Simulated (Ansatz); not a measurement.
# Compressing and expanding LiH10C6IN2O2 (C2/c) (176 atoms), part 3 of 3

How stiff is LiH10C6IN2O2 (C2/c) (176 atoms)?

Ansatz 0.2.0; Kohn-Sham DFT, PBE+D4, PAW (set soft_2, large core), plane waves.

The cell: 8 Li, 80 H, 48 C, 8 I, 16 N and 16 O. Only the Γ point is sampled. Spin–orbit coupling is left out.

So far. Step 8 (Volume +6 %): The relaxation converged after 4 steps, 1.66 eV below its start, with a largest force component of 0.041 eV/Å. Step 8 (Volume +6 %): Volume +6 %: the energy stands 0.181 eV above that of the reference, at a pressure of -0.448 GPa.

### 9. Volume -10 %

The relaxed cell is scaled to another volume.

Contents of input.yaml:

```yaml
crystal:
  lattice:
    - [13.41141, -0.00182, -0.0405]
    - [-0.00182, 13.36579, 0.00162]
    - [-1.83007, 0.00149, 10.38861]
  atoms:
    [... the 176 atom lines of step 4 ...]
kpoints:
  mp_grid: { grid: [1, 1, 1] }
hamiltonian:
  xc: pbe
  dispersion: d4
  pseudopotentials: { kind: paw, core: large }
scf:
  occupations: { method: gaussian, width: 0.05 }
output:
  forces: true
  eigenvalues: true
  stress: true
relax:
  f_tol: 0.05
  max_steps: 70
```

Command:

```console
$ ansatz run input.yaml --threads 4 --pin off --max-ram 8192MiB --backend cpu --events-out ev --progress --plain --runs-dir out
```

Numbers of over 12 decimals in the logs are rounded to 6 here.

Output:

```text
Warning: output.stress: scf.convergence.dr2_threshold = 1e-7 eV (the SCF's general default) is looser than the 1.08e-8 eV advised for a printed stress (1e-10 eV for each atom of the cell: 176, of which 108 are counted). What an SCF threshold leaves in a stress goes as its square root, and in the free energy as the threshold itself, and one threshold admits the most on a small cell: [...]
[...]
Pseudopotentials: kind: paw
Pseudopotential: Li, paw, valence charge 3, recommended cutoff 420 eV (normal), Li.paw.azcp
Pseudopotential: H, paw, valence charge 1, recommended cutoff 420 eV (normal), H.paw.azcp
Pseudopotential: C, paw, valence charge 4, recommended cutoff 420 eV (normal), C.paw.azcp
Pseudopotential: I, paw, valence charge 7, recommended cutoff 420 eV (normal), I.paw.azcp#standard-large-core
Pseudopotential: N, paw, valence charge 5, recommended cutoff 420 eV (normal), N.paw.azcp
Pseudopotential: O, paw, valence charge 6, recommended cutoff 420 eV (normal), O.paw.azcp
[... 5 lines on functional and potentials left out ...]
Crystal: 176 atoms, lattice volume = 1861.210 Å³
Basis set: ecut = 420 eV, 36385 PW (Γ), exchange–correlation on 180×180×144 points (8 copies of the dense FFT grid, shifted against one another)
Bands: 440, of which v1, the nominal top of the filled ones, is band 264 counted from 1 (263 counted from 0)
Symmetry: 1 space group operations
Space group: P1 (ITA 1), of the structure as read, at distance tolerance 1.2e-4 Å
k-points: 1
[... 13 lines on functional and potentials left out ...]
Initial density: superposition of atomic densities (chi_scale 0.1, normalization cell, long waves kept (reshape's long-wave potential 0.12 eV rms))
Initial wavefunctions: pseudopotential atomic-orbital guess
[...]
SCF iter   1: F=—  HF=-71626.041693 eV  |F-HF|=—  |Δ(HF+E_count)|=         —  Δρ=1.18e-1  dr2=2.35e2  ethr=3.10e-3  ⟨swp⟩=6.0  Hψ=1988  notcnv=0  defer=70
preconditioner: auto → Resta (q_TF=auto, 2.212 Å⁻¹)  ε∞=2.5  [insulator: Δε(μ)=2.832 eV  Ē_g=14.793 eV  σ=0.050 eV  W_gap=1.00  n_scr=342 (ndim 8)  ℏωp=18.2 eV  f_vac=0.001  D(μ)=0.00/eV (n_scr^D=0)  ε∞_Penn≈2.5]
[...]
SCF iter   7: F=—  HF=-71542.355088 eV  |F-HF|=—  |Δ(HF+E_count)|=   1.76e-4  Δρ=2.86e-5  dr2=1.78e-5  ethr=4.71e-8  ⟨swp⟩=2.0  Hψ=531  notcnv=0  defer=165
SCF iter   8: F=-71542.355102 eV  HF=-71542.355102 eV  |F-HF|=3.57e-7  |Δ(HF+E_count)|=   1.43e-5  Δρ=5.82e-6  dr2=9.26e-7  ethr=3.37e-9  ⟨swp⟩=19.0  Hψ=3466  notcnv=0
SCF 1 converged in 8 iterations: F = -71542.355102 eV  dr2 = 9.26e-7
[...]
relax step   1: F+E_penalty+E_count = -71542.35510238 eV  Δ(F+E_penalty+E_count) = +0.000e0 eV  max|allowed force component| = 4.614e0 eV/Å  Δτ_max = 0.0000 Å  (8 SCF iters, dr2 threshold 6.25e-5 eV, accepted)
[...]
relax step   2: F+E_penalty+E_count = -71547.34085080 eV  Δ(F+E_penalty+E_count) = -4.986e0 eV  max|allowed force component| = 6.176e-1 eV/Å  Δτ_max = 0.1950 Å  (6 SCF iters, dr2 threshold 1.00e-4 eV, accepted)
[...]
relax step   4: F+E_penalty+E_count = -71548.09962987 eV  Δ(F+E_penalty+E_count) = -1.272e-2 eV  max|allowed force component| = 8.999e-2 eV/Å  Δτ_max = 0.1533 Å  (10 SCF iters, accepted)
[...]
```

Wall time 7.5 min (4 threads of AMD EPYC 7571, shared host); peak memory 2.7 GiB.

The relaxation was stopped at its limit after 4 steps, 5.74 eV below its start, with a largest force component of 0.090 eV/Å.

Volume -10 %: the energy stands 0.865 eV above that of the reference.

### 10. Stretched by 1 % along x

The relaxed cell is strained along x alone, which gives the stiffness along x and its coupling to y and z.

input.yaml, the sections that differ from step 9:

```yaml
crystal:
  lattice:
    - [14.0297, -0.00189, -0.04195]
    - [-0.0019, 13.84354, 0.00168]
    - [-1.91443, 0.00154, 10.75994]
  atoms:
    [... the 176 atom lines of step 4 ...]
# kpoints, hamiltonian, scf, output, relax: as in step 9
```

Output:

```text
Warning: output.stress: scf.convergence.dr2_threshold = 1e-7 eV (the SCF's general default) is looser than the 1.08e-8 eV advised for a printed stress (1e-10 eV for each atom of the cell: 176, of which 108 are counted). What an SCF threshold leaves in a stress goes as its square root, and in the free energy as the threshold itself, and one threshold admits the most on a small cell: [...]
[...]
Pseudopotentials: kind: paw
Pseudopotential: Li, paw, valence charge 3, recommended cutoff 420 eV (normal), Li.paw.azcp
Pseudopotential: H, paw, valence charge 1, recommended cutoff 420 eV (normal), H.paw.azcp
Pseudopotential: C, paw, valence charge 4, recommended cutoff 420 eV (normal), C.paw.azcp
Pseudopotential: I, paw, valence charge 7, recommended cutoff 420 eV (normal), I.paw.azcp#standard-large-core
Pseudopotential: N, paw, valence charge 5, recommended cutoff 420 eV (normal), N.paw.azcp
Pseudopotential: O, paw, valence charge 6, recommended cutoff 420 eV (normal), O.paw.azcp
[... 5 lines on functional and potentials left out ...]
Crystal: 176 atoms, lattice volume = 2088.691 Å³
Basis set: ecut = 420 eV, 40839 PW (Γ), exchange–correlation on 192×192×150 points (8 copies of the dense FFT grid, shifted against one another)
Bands: 440, of which v1, the nominal top of the filled ones, is band 264 counted from 1 (263 counted from 0)
Symmetry: 1 space group operations
Space group: P1 (ITA 1), of the structure as read, at distance tolerance 1.3e-4 Å
k-points: 1
[... 13 lines on functional and potentials left out ...]
Initial density: superposition of atomic densities (chi_scale 0.1, normalization cell, long waves kept (reshape's long-wave potential 0.13 eV rms))
Initial wavefunctions: pseudopotential atomic-orbital guess
[...]
SCF iter   1: F=—  HF=-71615.805091 eV  |F-HF|=—  |Δ(HF+E_count)|=         —  Δρ=1.01e-1  dr2=1.95e2  ethr=3.10e-3  ⟨swp⟩=6.0  Hψ=1981  notcnv=0  defer=62
preconditioner: auto → Resta (q_TF=auto, 2.169 Å⁻¹)  ε∞=2.5  [insulator: Δε(μ)=2.838 eV  Ē_g=13.856 eV  σ=0.050 eV  W_gap=1.00  n_scr=362 (ndim 8)  ℏωp=17.2 eV  f_vac=0.005  D(μ)=0.00/eV (n_scr^D=0)  ε∞_Penn≈2.5]
[...]
SCF iter   6: F=—  HF=-71548.821259 eV  |F-HF|=—  |Δ(HF+E_count)|=   2.65e-3  Δρ=1.13e-4  dr2=1.93e-4  ethr=4.84e-7  ⟨swp⟩=2.0  Hψ=531  notcnv=0  defer=165
SCF iter   7: F=-71548.821362 eV  HF=-71548.821358 eV  |F-HF|=3.77e-6  |Δ(HF+E_count)|=   9.88e-5  Δρ=2.67e-5  dr2=1.48e-5  ethr=1.18e-8  ⟨swp⟩=18.0  Hψ=3749  notcnv=0
SCF 1 converged in 7 iterations: F = -71548.821362 eV  dr2 = 1.48e-5
[...]
relax step   1: F+E_penalty+E_count = -71548.82136199 eV  Δ(F+E_penalty+E_count) = +0.000e0 eV  max|allowed force component| = 9.978e-1 eV/Å  Δτ_max = 0.0000 Å  (7 SCF iters, dr2 threshold 6.25e-5 eV, accepted)
[...]
```

Run time: 3 min. Hardware: 4 threads; peak memory 2.9 GiB.

The run was cut off at its time limit.

The session had allowed this step about 3 min.

### 11. Pressure against volume

Atoms are relaxed at each volume, in the scaled cell.

```
volume change (%)  volume (Å³/atom)  energy change (meV/atom)  pressure (GPa)  largest move on relaxing (Å)  bonds  gap (eV)
               -6            11.045                      1.48            0.73                          0.13    176                4.12
               -3            11.398                      0.35            0.32                          0.07    176                4.11
               +0            11.750                      0.00           -0.01                             -    176                4.07
               +3            12.103                      0.28           -0.25                          0.07    176                4.05
               +6            12.455                      1.03           -0.45                          0.13    176                4.04
```

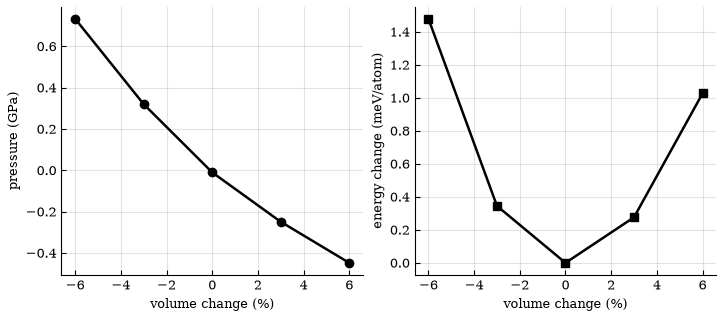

Pressure and energy against volume.

### 12. What came out

The bulk modulus, from the slope of pressure against ln V over the three points nearest the relaxed volume, is 9.49 GPa; a quadratic over all points gives a pressure derivative of about 7.5. The gap goes from 4.12 eV at the smallest volume to 4.04 eV at the largest, -0.7 eV per unit of ln V by a straight line, on the run's k-points.

**Limits.** Strains are finite and relaxations stop at the force tolerance of the input, which can leave moduli too stiff; they are those of a static cell at zero temperature. Volumes are changed with the cell's shape held, so in an anisotropic solid the modulus lies over the one under free hydrostatic load. The program notes that the SCF threshold of the relaxations is loose for the stress. Forces of over 1 eV/Å at the start, largest on N, show that the listed positions lie far from a minimum at this level.

The DFT runs together took 41 min of wall time.

[Logs are printed without paths, hosts, clocks, repeated set-up lines and the standing remarks that a program may print on its own settings, such as how far it seeks lower states.]

[Hosts, paths, dates, database ids (printed as entryN), source tags and the programs' standing remarks are cut or masked in the printed files.]
